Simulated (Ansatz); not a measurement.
**B3LYP/6-31G(d) (Cartesian functions) run of C2H7Al (SMILES [CH3][AlH][CH3])**

What is the vertical electron affinity of C2H7Al at B3LYP/6-31G* (Cartesian functions)? 

Program for the calculation: Ansatz 0.2.0.

36 further runs of the same task are left out: 36 set aside as unsound or not needed.

## Step 1: The system as given

C2H7Al: 10 atoms, total charge 0, spin state singlet. SMILES: `[CH3][AlH][CH3]`. The coordinates come from a PBE0-D4/def2-TZVP relaxation.

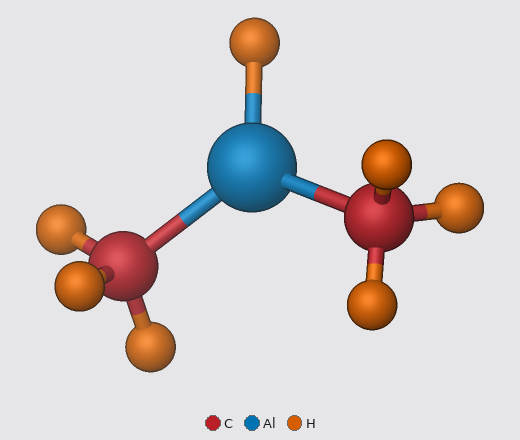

The structure, seen from a chosen angle (carbon red, aluminium blue, hydrogen orange).

## Step 2: The energy at B3LYP/6-31G(d) (Cartesian functions)

Contents of in.yaml:

```yaml
crystal:
  periodic: [false, false, false]
  atoms:
    - symbol: C
      position_ang: [-1.219100, 0.923600, -0.783300]
    - symbol: Al
      position_ang: [0.496800, 0.021800, -0.536400]
    - symbol: C
      position_ang: [0.903900, -0.949000, 1.109700]
    - symbol: H
      position_ang: [-2.054000, 0.233200, -0.621200]
    - symbol: H
      position_ang: [-1.337000, 1.368500, -1.773800]
    - symbol: H
      position_ang: [-1.340300, 1.723700, -0.043600]
    - symbol: H
      position_ang: [1.605700, 0.078800, -1.681200]
    - symbol: H
      position_ang: [0.069000, -0.980000, 1.814000]
    - symbol: H
      position_ang: [1.201900, -1.980900, 0.894300]
    - symbol: H
      position_ang: [1.756300, -0.490900, 1.624500]
basis:
  gaussian: {orbitals: "6-31G*"}
hamiltonian: {xc: {name: B3LYP}}
accuracy: high
output: {orbitals: {seedname: orbitals}}
```

On the command line:

```sh
$ ansatz run in.yaml --threads 1 --pin off --max-ram 3480MiB --events-out events.jsonl --progress --plain --runs-dir runs
```

Standard output:

```text
Warning: RAYON_NUM_THREADS=1 ignored (pool sized by the plan → 1); use --threads N
Functional definition: B3LYP
  name "B3LYP"
  parameter a0 = 0.2
  parameter ax = 0.72
  parameter ac = 0.81
  exchange = (1 - a0 - ax)*slater_x + ax*b88_x + a0*exact_x
  correlation = (1 - ac)*vwn_rpa_c + ac*lyp_c
1485 factors; integrals over basis functions are off by at most 3.7e-9 eV
mean field evaluation 1: about -8776.1056 eV, gradient 6.3e1 eV
mean field evaluation 2: about -8771.2865 eV, gradient 7.2e1 eV
mean field evaluation 4: about -8785.5105 eV, gradient 7.8e-1 eV
mean field evaluation 8: about -8785.5079 eV, gradient 2.6e-2 eV
mean field evaluation 16: about -8785.5079 eV, gradient 2.1e-7 eV
mean field -8785.50793537 eV, -322.8614615936 hartree, gradient 1.7e-8 eV, S^2 0.000000; 0 other end points of the search recorded, 0 dependent functions left out
reference -8785.50797706 eV, -322.8614631259 hartree; 16, 16 occupied and 47, 47 virtual orbitals, 1485 factors
Total energy: -8785.50797706 eV, -322.8614631259 hartree
```

Run time: 4.2 s. Hardware: 1 thread of Arm Neoverse V2, shared host; peak memory 0.18 GiB.

## Step 3: The doublet anion, same level

Contents of job.yaml:

```yaml
crystal:
  periodic: [false, false, false]
  atoms:
    - symbol: C
      position_ang: [-1.219100, 0.923600, -0.783300]
    - symbol: Al
      position_ang: [0.496800, 0.021800, -0.536400]
    - symbol: C
      position_ang: [0.903900, -0.949000, 1.109700]
    - symbol: H
      position_ang: [-2.054000, 0.233200, -0.621200]
    - symbol: H
      position_ang: [-1.337000, 1.368500, -1.773800]
    - symbol: H
      position_ang: [-1.340300, 1.723700, -0.043600]
    - symbol: H
      position_ang: [1.605700, 0.078800, -1.681200]
    - symbol: H
      position_ang: [0.069000, -0.980000, 1.814000]
    - symbol: H
      position_ang: [1.201900, -1.980900, 0.894300]
    - symbol: H
      position_ang: [1.756300, -0.490900, 1.624500]
basis:
  gaussian: {orbitals: "6-31G*"}
total_charge: -1
magnetization: {spin_polarized: true, initial_magnetization: 1}
hamiltonian: {xc: {name: B3LYP}}
accuracy: high
output: {orbitals: {seedname: orbitals}}
```

On the command line:

```sh
$ ansatz run job.yaml --threads 1 --pin off --max-ram 3480MiB --events-out events.jsonl --progress --plain --runs-dir runs
```

Standard output:

```text
Warning: RAYON_NUM_THREADS=1 ignored (pool sized by the plan → 1); use --threads N
Functional definition: B3LYP
  name "B3LYP"
  parameter a0 = 0.2
  parameter ax = 0.72
  parameter ac = 0.81
  exchange = (1 - a0 - ax)*slater_x + ax*b88_x + a0*exact_x
  correlation = (1 - ac)*vwn_rpa_c + ac*lyp_c
1488 factors; integrals over basis functions are off by at most 3.7e-9 eV
mean field evaluation 1: about -8780.8413 eV, gradient 2.7e1 eV
mean field evaluation 2: about -8779.1937 eV, gradient 3.2e1 eV
mean field evaluation 4: about -8784.4911 eV, gradient 2.9e-1 eV
mean field evaluation 8: about -8784.6105 eV, gradient 3.7e-2 eV
mean field evaluation 16: about -8784.6105 eV, gradient 2.7e-5 eV
mean field -8784.61046784 eV, -322.8284802704 hartree, gradient 2.4e-8 eV, S^2 0.752903; 0 other end points of the search recorded, 0 dependent functions left out
reference -8784.61051173 eV, -322.8284818831 hartree; 17, 16 occupied and 46, 47 virtual orbitals, 1488 factors
Total energy: -8784.61051173 eV, -322.8284818831 hartree
```

Wall time 8.7 s (1 thread of Arm Neoverse V2, shared host); peak memory 0.27 GiB.

## Step 4: Summary of results

At B3LYP/6-31G* (Cartesian functions):

| quantity | value |
| --- | --- |
| singlet C2H7Al: total energy | -322.86146 Eh |
| singlet C2H7Al: HOMO energy | -7.30 eV |
| singlet C2H7Al: LUMO energy | -0.93 eV |
| singlet C2H7Al: HOMO–LUMO gap | 6.37 eV |
| doublet anion: total energy | -322.82848 Eh |
| doublet anion: HOMO energy (highest over α and β) | 2.82 eV |
| doublet anion: LUMO energy (lowest over α and β) | 4.92 eV |
| doublet anion: ⟨S²⟩ | 0.753 |
| vertical electron affinity (to the doublet anion) | -0.897 eV |

In words: The anion lies 0.90 eV (86.6 kJ/mol) above the neutral: the electron isn't bound at this level, and such a value depends on the basis. Without diffuse functions anions come out too high. The HOMO (doublet anion) lies at positive energy, 2.82 eV; only total energies tell whether the electron is bound.
